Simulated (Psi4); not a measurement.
# C2H2ClSi− (SMILES C#C[SiH-]Cl) at wB97X-V/def2-SVPD

What is the vertical singlet–triplet gap of C2H2ClSi− at wB97X-V/def2-SVPD? 

The calculation is run with Psi4 1.11.

5 further runs of the same task are left out: 3 that didn't finish, 2 set aside as unsound or not needed.

### 1 Starting point

C2H2ClSi−: 6 atoms, total charge -1, spin state singlet. SMILES: `C#C[SiH-]Cl`. Geometry: relaxed at GFN2-xTB.

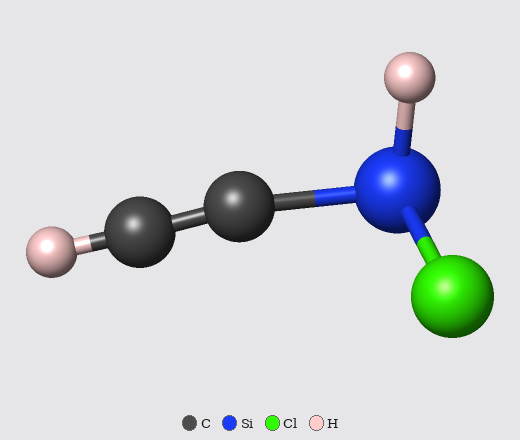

Viewed from a chosen angle; carbon dark grey, silicon blue, chlorine green, hydrogen pink.

### 2 A single-point energy at wB97X-V/def2-SVPD

job.in reads:

```
memory 1.6 GB

molecule {
  -1 1
  C
  C 1 1.207217
  Si 2 1.864094 1 165.50515
  Cl 3 2.313709 2 98.23483 1 -109.43291
  H 1 1.057589 4 147.19647 3 170.95156
  H 3 1.495515 2 98.19876 1 155.24632
  units angstrom
  symmetry c1
  no_reorient
  no_com
}

set globals {
  basis                def2-SVPD
  puream               true
  e_convergence        1e-09
  d_convergence        1e-08
  scf_type             pk
  dft_radial_points    99
  dft_spherical_points 590
}

energy("wb97x-v")
```

Command:

```sh
$ psi4 job.in job.out -n 1
```

job.out:

```text
[...]
  Running in c1 symmetry.
[...]
  Nuclear repulsion =  157.032046402477391
[...]
  Multiplicity = 1
[...]
  Nalpha       = 23
  Nbeta        = 23
[...]
    Number of basis functions: 107
[...]
   @RKS iter   1:  -826.54034271990065   -9.31479e-01   4.43344e-03 DIIS/ADIIS
[...]
   @RKS iter  13:  -826.69135604608005   -1.58025e-11   7.18277e-09 DIIS
[...]
    Orbital Energies [Eh]
    ---------------------
    Doubly Occupied:
       1A   -101.284919     2A    -65.949345     3A    -10.118112
       4A    -10.111173     5A     -9.345378     6A     -7.104385
       7A     -7.099565     8A     -7.099181     9A     -5.203800
      10A     -3.560530    11A     -3.556842    12A     -3.552783
      13A     -0.724835    14A     -0.704571    15A     -0.513670
      16A     -0.449720    17A     -0.303507    18A     -0.275880
      19A     -0.250206    20A     -0.227210    21A     -0.217529
      22A     -0.213039    23A     -0.105313
[...]
  @RKS Final Energy:  -826.69135604608005
   => Energetics <=
    Nuclear Repulsion Energy =            157.0320464024773912
    One-Electron Energy =               -1461.0049470209210085
    Two-Electron Energy =                 522.0758017158534585
    DFT Exchange-Correlation Energy =     -44.9813878816904023
    Empirical Dispersion Energy =           0.0000000000000000
    VV10 Nonlocal Energy =                  0.1871307382004632
    Total Energy =                       -826.6913560460800454
[...]
 Multipole Moments:
 ------------------------------------------------------------------------------------
     Multipole            Electronic (a.u.)      Nuclear  (a.u.)        Total (a.u.)
 ------------------------------------------------------------------------------------
 L = 1.  Multiply by 2.5417464519 to convert [e a0] to [Debye]
 Dipole X            :         -3.4314275            3.3723940           -0.0590334
 Dipole Y            :         -0.3743821            0.6792315            0.3048494
 Dipole Z            :          2.4711297           -3.2925980           -0.8214683
 Magnitude           :                                                    0.8781961
[...]
```

Wall time 2.3 min (1 thread of Intel Xeon Platinum 8175M at 2.50GHz (Skylake/Cascade Lake), shared host); peak memory 0.74 GiB.

### 3 The triplet at the same level

c2h2clsi.xyz reads:

```xyz
6
C2H2ClSi
C      0.758700     0.541450    -1.456510
C      0.250300     0.345680    -0.379210
Si    -0.094570     0.107390     1.437140
Cl    -0.513450    -2.167770     1.399230
H      1.141620     0.692060    -2.430770
H     -1.542600     0.481190     1.430120
```

c2h2clsi_ase.py reads:

```python
import numpy as np
from ase.calculators.psi4 import Psi4
from ase.io import read

a = read('c2h2clsi.xyz')
calc = Psi4(atoms=a, method='wb97x-v', basis='def2-SVPD', memory='1600MB', num_threads=1, charge=-1, multiplicity=3, label='calc', reference='uks')
calc.psi4.set_options({'puream': True, 'e_convergence': 1e-09, 'd_convergence': 1e-08, 'scf_type': 'pk', 'dft_radial_points': 99, 'dft_spherical_points': 590, 'maxiter': 200})
a.calc = calc

print(f'energy: {a.get_potential_energy():.6f} eV')
```

Command:

```sh
$ python c2h2clsi_ase.py
```

calc.dat:

```text
[...]
  Running in c1 symmetry.
[...]
  Nuclear repulsion =  157.032059041988504
[...]
  Multiplicity = 3
[...]
  Nalpha       = 24
  Nbeta        = 22
[...]
    Number of basis functions: 107
[...]
   @UKS iter   1:  -826.28837147674983   -6.79506e-01   5.96827e-03 ADIIS/DIIS
[...]
   @UKS iter  21:  -826.58496493799441   -3.72893e-11   9.49079e-09 DIIS
[...]
   @S^2 Observed:                2.011730271E+00
[...]
    Orbital Energies [Eh]
    ---------------------
    Alpha Occupied:
       1A   -101.277087     2A    -65.983974     3A    -10.113265
       4A    -10.110699     5A     -9.338637     6A     -7.098006
       7A     -7.093168     8A     -7.092417     9A     -5.236971
      10A     -3.593357    11A     -3.590665    12A     -3.589322
      13A     -0.726208    14A     -0.702574    15A     -0.518144
      16A     -0.461079    17A     -0.314943    18A     -0.290649
      19A     -0.259348    20A     -0.228662    21A     -0.222697
      22A     -0.212838    23A     -0.165646    24A      0.000288
    Alpha Virtual:
      25A      0.212605    26A      0.229691    27A      0.241621
[...]
  @UKS Final Energy:  -826.58496493799441
   => Energetics <=
    Nuclear Repulsion Energy =            157.0320590419885036
    One-Electron Energy =               -1460.6716985626751466
    Two-Electron Energy =                 521.8347204331989815
    DFT Exchange-Correlation Energy =     -44.9667550615716749
    Empirical Dispersion Energy =           0.0000000000000000
    VV10 Nonlocal Energy =                  0.1867092110649002
    Total Energy =                       -826.5849649379944140
[...]
 Multipole Moments:
 ------------------------------------------------------------------------------------
     Multipole            Electronic (a.u.)      Nuclear  (a.u.)        Total (a.u.)
 ------------------------------------------------------------------------------------
 L = 1.  Multiply by 2.5417464519 to convert [e a0] to [Debye]
 Dipole X            :          0.0891894            0.1901972            0.2793866
 Dipole Y            :         -3.7909530            3.7592397           -0.0317132
 Dipole Z            :          2.5855820           -2.9167685           -0.3311864
 Magnitude           :                                                    0.4344503
[...]
```

Standard output:

```text
energy: -22492.522563 eV
```

Run time: 3.8 min. Hardware: 1 thread of Intel Xeon Platinum 8175M at 2.50GHz (Skylake/Cascade Lake), shared host; peak memory 0.74 GiB.

### 4 Results

At wB97X-V/def2-SVPD:

```
                                                      quantity          value
                                         singlet: total energy  -826.69136 Eh
                                          singlet: HOMO energy       -2.87 eV
                                          singlet: LUMO energy        5.69 eV
singlet: HOMO–LUMO gap (to an unbound level, set by the basis)        8.56 eV
                                         triplet: total energy  -826.58496 Eh
                   triplet: HOMO energy (highest over α and β)        0.01 eV
                    triplet: LUMO energy (lowest over α and β)        2.94 eV
                                                 triplet: ⟨S²⟩          2.012
              vertical energy of the triplet above the singlet       2.895 eV
```

What this shows: At this shape the triplet lies 2.90 eV (279 kJ/mol) above the singlet. The HOMO (triplet) lies at positive energy, 0.01 eV; only total energies tell whether the electron is bound.
